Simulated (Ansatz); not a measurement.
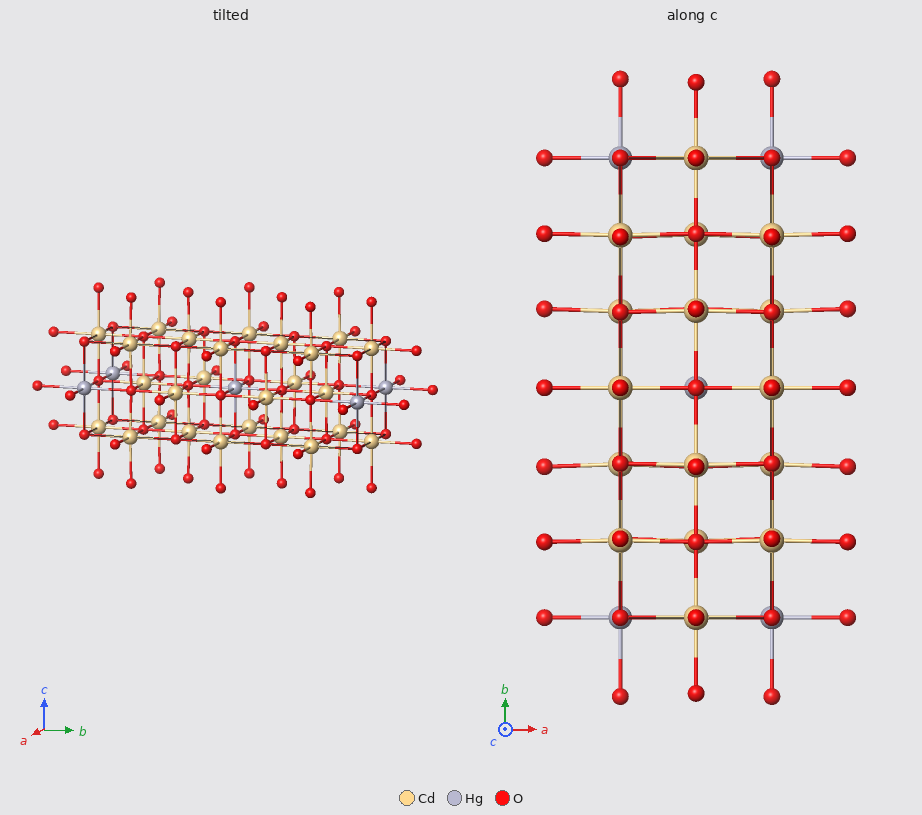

Ball-and-stick drawing of the structure, looking slightly off an axis and along the c axis. The parallelepiped is the conventional unit cell. A few atoms beyond the faces are included.

Cd₅HgO₆, space group Cmmm (No. 65), a = 4.780 Å, b = 14.497 Å, c = 4.776 Å, α = 90.00°, β = 90.00°, γ = 90.00°. The structure was taken from a structure type filled with these elements by a generator (whether the compound takes this form wasn't checked). Earlier steps of the study may have refined or changed the cell and positions. Ansatz was used for an electronic-structure calculation on it.

This one geometry was computed with Ansatz (DFT, plane waves, PAW) at three levels of theory: r2SCAN, PBEsol and PBE.

Which level gives the highest pressure at this volume, and what does that say about its equilibrium volume?

Highest: PBE (0.0 GPa), which points to the largest equilibrium volume. Lowest, with the smallest volume: PBEsol (-6.3 GPa). Levels within 0.5 GPa of each other can't be told apart.

How does the band gap change with the level of theory?

All levels give a metal.

Collect the results in a table.

| level | cutoff (eV) | k-mesh of the run's cell | gap (eV) | pressure (GPa) |
| --- | --- | --- | --- | --- |
| r2SCAN | 500 | 8×8×8 | metal | -5.2 |
| PBEsol | 420 | 8×8×8 | metal | -6.3 |
| PBE | 420 | 8×8×8 | metal | 0.0 |

Gaps are taken on the k-mesh or band path of each run.
